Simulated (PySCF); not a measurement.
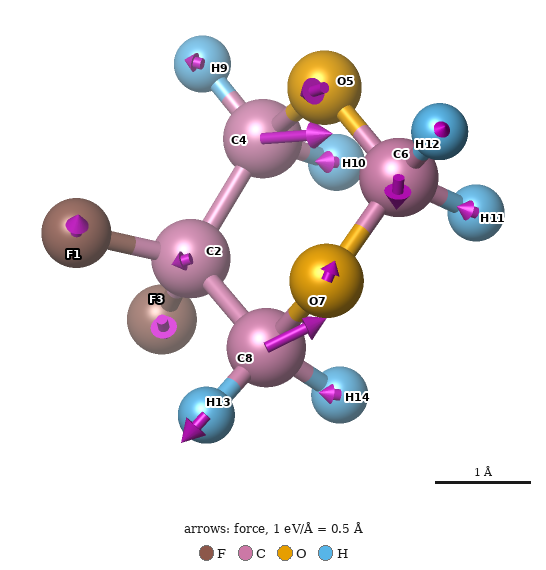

Starting geometry of C4H6F2O2 with the computed forces as purple arrows. The picture is a ball-and-stick view, seen from a free direction.

The start comes from GFN2-xTB. Its atoms were then displaced at random by about 0.01 Å.

All numbers below come from PBE0-D3(BJ)/def2-TZVP geometry optimisation, gas phase in PySCF 2.14.0, density-fitted response routines. 

### What follows when this structure is relaxed?

It isn't relaxed: the largest force vector, on C4, is 1.73 eV/Å. The final displacements have little in common with the starting forces (cosine between the two patterns 0.29). The atom that moves furthest after the best rigid fit is F1 (0.15 Å). By element the largest moves are F 0.15 Å, H 0.10 Å, C 0.04 Å, O 0.03 Å. Some distances before and after: C4–O5 1.443 → 1.406 Å, C8–H13 1.070 → 1.090 Å, C6–H11 1.123 → 1.105 Å, C4–H10 1.115 → 1.099 Å. Bond angles that change, for instance: C2–C4–H9 113.2° → 109.9°, O7–C8–H13 104.9° → 108.2°, F1–C2–F3 104.0° → 107.0°. After 8 geometry steps the energy has fallen by 2.58 kcal/mol. The run took 7 min on 1 thread of AMD EPYC 7R43 64-Core Processor, on a shared host.
